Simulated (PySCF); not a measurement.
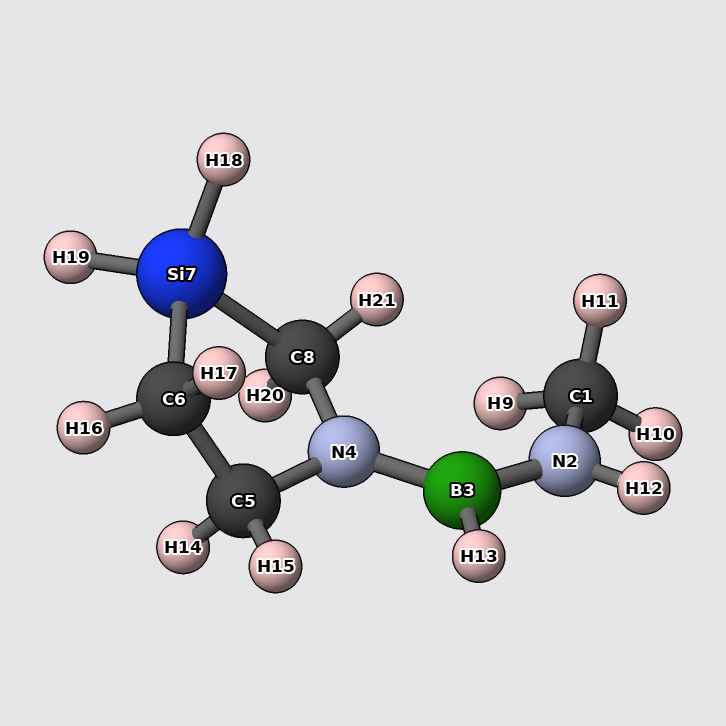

The thickness of each stick grows with its Mayer bond order. Computed geometry: GFN2-xTB optimisation. No frequency run is at hand to confirm it as a minimum. Method: PBE0/pcSseg-1 (PySCF 2.14.0).

List the Mayer bond orders of C1–N2, N2–B3, B3–N4, N4–C5, N4–C8, C5–C6, C6–Si7, Si7–C8 (bonds between heavy atoms, one of each equivalent set).

```tsv
bond	Mayer order	length (Å)
C1–N2	0.96	1.444
N2–B3	1.24	1.408
B3–N4	1.16	1.404
N4–C5	0.96	1.446
N4–C8	0.94	1.452
C5–C6	1.02	1.536
C6–Si7	0.93	1.900
Si7–C8	0.91	1.916
```

The geometry is semi-empirical. Around B, Si such bond lengths and angles can be off by a tenth of an ångström or more and by several degrees, and values that hang on the shape move with them.
